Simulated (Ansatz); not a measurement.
**One shape, several levels: AgF (SMILES [F][Ag])**

We compute a comparison of 6 runs (UHF/STO-3G, CAM-B3LYP/STO-3G, SVWN5/STO-3G, revPBE/STO-3G, BCCD(T)/STO-3G, UCCSD(T)/STO-3G) of AgF. 

The results are computed with Ansatz 0.2.0.

71 further runs of the same task are left out: 35 that didn't finish, 36 set aside as unsound or not needed.

## 1. The structure to begin with

AgF has 2 atoms, charge 0, and is taken as a singlet. SMILES: `[F][Ag]`. The Ag2–F1 distance was set to 2.483 Å, away from the relaxed value.

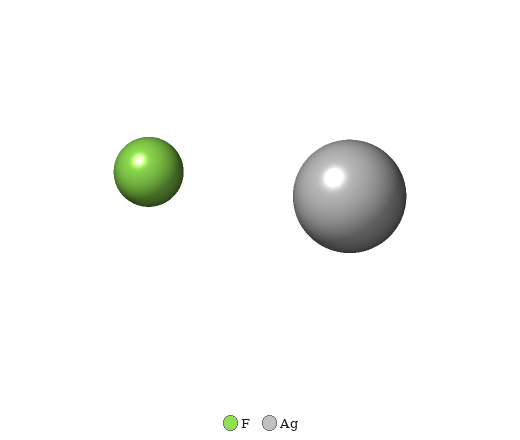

The structure, seen from a chosen angle (fluorine green, silver light grey).

## 2. The energy at UHF/STO-3G (run 1)

File input.yaml:

```yaml
crystal:
  periodic: [false, false, false]
  atoms:
    - {symbol: F, position_ang: [1.282611, -0.486395, 0.637368]}
    - {symbol: Ag, position_ang: [-0.830500, 0.274100, -0.421500]}
basis:
  gaussian: {orbitals: STO-3G}
magnetization: {spin_polarized: true, initial_magnetization: 0}
hamiltonian: {xc: hf}
accuracy: high
```

The run is started by

```console
$ ansatz run input.yaml --threads 1 --pin off --max-ram 2610MiB --events-out events.jsonl --progress --plain --runs-dir runs
```

Output, shortened:

```text
Warning: RAYON_NUM_THREADS=1 ignored (pool sized by the plan → 1); use --threads N
Functional definition: HF
  name "HF"
[...]
571 factors; integrals over basis functions are off by at most 4.6e-9 eV
[...]
mean field -142711.29838285 eV, -5244.5434823774 hartree, gradient 4.6e-8 eV, S^2 1.223059; 19 other end points of the search recorded, 0 dependent functions left out
reference -142711.29838285 eV, -5244.5434823774 hartree; 28, 28 occupied and 4, 4 virtual orbitals, 571 factors
Total energy: -142711.29838285 eV, -5244.5434823774 hartree
```

Run time: 8.4 s. Hardware: 1 thread of Arm Neoverse V1, shared host; peak memory 0.13 GiB.

## 3. A single-point energy at CAM-B3LYP/STO-3G (run 2)

File input.yaml:

```yaml
crystal:
  periodic: [false, false, false]
  atoms:
    - symbol: F
      position_ang: [1.282611, -0.486395, 0.637368]
    - symbol: Ag
      position_ang: [-0.830500, 0.274100, -0.421500]
basis:
  gaussian:
    orbitals: STO-3G
hamiltonian:
  xc: {name: CAM-B3LYP}
accuracy: high
```

The run is started by

```console
$ ansatz run input.yaml --threads 1 --pin off --max-ram 2610MiB --events-out events.jsonl --progress --plain --runs-dir runs
```

Output, shortened:

```text
Warning: RAYON_NUM_THREADS=1 ignored (pool sized by the plan → 1); use --threads N
Functional definition: CAM-B3LYP
  name "CAM-B3LYP"
[...]
571 factors; integrals over basis functions are off by at most 4.6e-9 eV
145 factors; integrals over basis functions are off by at most 1.1e-9 eV
[...]
mean field -142773.39276609 eV, -5246.8254088724 hartree, gradient 3.7e-8 eV, S^2 0.000000; 2 other end points of the search recorded, 0 dependent functions left out
reference -142773.39277754 eV, -5246.8254092930 hartree; 28, 28 occupied and 4, 4 virtual orbitals, 571 factors
Total energy: -142773.39277754 eV, -5246.8254092930 hartree
```

Run time: 3.9 s. Hardware: 1 thread of Arm Neoverse V1, shared host; peak memory 0.12 GiB.

Run 3 isn't shown in full; the table further down has it.

## 4. The energy at revPBE/STO-3G (run 4)

File in.yaml:

```yaml
crystal:
  periodic: [false, false, false]
  atoms:
    - {symbol: F, position_ang: [1.282611, -0.486395, 0.637368]}
    - {symbol: Ag, position_ang: [-0.830500, 0.274100, -0.421500]}
basis:
  gaussian: {orbitals: STO-3G}
hamiltonian: {xc: {name: revPBE}}
accuracy: high
```

The run is started by

```console
$ ansatz run in.yaml --threads 1 --pin off --max-ram 2610MiB --events-out events.jsonl --progress --plain --runs-dir runs
```

Output, shortened:

```text
Warning: RAYON_NUM_THREADS=1 ignored (pool sized by the plan → 1); use --threads N
Functional definition: revPBE
  name "revPBE"
[...]
571 factors; integrals over basis functions are off by at most 4.6e-9 eV
[...]
mean field -142761.40774298 eV, -5246.3849673967 hartree, gradient 1.1e-8 eV, S^2 0.000000; 10 other end points of the search recorded, 0 dependent functions left out
reference -142761.40774512 eV, -5246.3849674754 hartree; 28, 28 occupied and 4, 4 virtual orbitals, 571 factors
Total energy: -142761.40774512 eV, -5246.3849674754 hartree
```

Wall time 11 s (1 thread of Arm Neoverse V1, shared host); peak memory 0.1 GiB.

Run 5 isn't shown in full; the table further down has it.

## 5. The energy at UCCSD(T)/STO-3G (run 6)

File job.yaml:

```yaml
basis:
  gaussian:
    orbitals: STO-3G
crystal:
  periodic: [false, false, false]
  atoms:
    - symbol: F
      position_ang: [1.282611, -0.486395, 0.637368]
    - symbol: Ag
      position_ang: [-0.830500, 0.274100, -0.421500]
magnetization:
  spin_polarized: true
  initial_magnetization: 0
correlation:
  method: ccsd_t
  frozen_orbitals: {Ag: 14, F: 1}
accuracy: high
scf:
  omitted_lower_state_checks: [cluster_reference, increment]
```

The run is started by

```console
$ ansatz run job.yaml --threads 1 --pin off --max-ram 2610MiB --events-out events.jsonl --progress --plain --runs-dir runs
```

Output:

```text
Warning: RAYON_NUM_THREADS=1 ignored (pool sized by the plan → 1); use --threads N
[... 28 lines left out ...]
15 core orbitals not correlated: weight in the atoms' cores, before any rotation towards them, 1.000 or more for the frozen orbitals, at most 0.000 for the correlated occupied ones
[... 72 lines left out ...]
Total energy: -142712.54870656 eV, -5244.5894309263 hartree
Checks for a lower state left out: cluster_reference, increment
```

Wall time 13 s (1 thread of Arm Neoverse V1, shared host); peak memory 0.14 GiB.

## 6. All runs side by side

| run | level | frozen core orbitals | energy (Eh) | wall time |
| --- | --- | --- | --- | --- |
| 1 | UHF/STO-3G | – | -5244.543482 | 8.4 s |
| 2 | CAM-B3LYP/STO-3G | – | -5246.825409 | 3.9 s |
| 3 | SVWN5/STO-3G | – | -5240.747625 | 5.7 s |
| 4 | revPBE/STO-3G | – | -5246.384967 | 11 s |
| 5 | BCCD(T)/STO-3G | 15 | -5244.591546 | 2.4 s |
| 6 | UCCSD(T)/STO-3G | 15 | -5244.589431 | 13 s |

## 7. Outcome

| quantity | value |
| --- | --- |
| run 6: total energy | -5244.58943 Eh |
| run 6: correlation energy (15 core orbitals frozen) | -45.9 mEh |
| run 6: (T) correction | -0.46 mEh |
| run 6: ⟨S²⟩ of the reference determinant | 1.223 |
| run 6: T1 diagnostic | 0.025 |

Below the UHF energy at the same shape and in the same basis (STO-3G): BCCD(T) -48.1 mEh; UCCSD(T) -45.9 mEh. Some of these start from another determinant than that one, so these aren't their correlation energies. Totals of different functionals can't be ranked against each other. In run 5 the log says that unrestricted orbitals would lower the reference, so the values rest on an unstable closed-shell determinant (other closed-shell runs at this shape may share the fault). In runs 1, 2, 3, 4, 5, 6 the basis is minimal, so the values are rough. In runs 1, 2, 3, 4, 5, 6 relativity is left out where basis or elements ask for it. Spin contamination of the reference: run 1 ⟨S²⟩ = 1.22, run 6 ⟨S²⟩ = 1.22. Where it is this large, the reference is a mixture of spin states, and values that rest on it are in doubt. All runs together took 44 s, the longest 13 s.
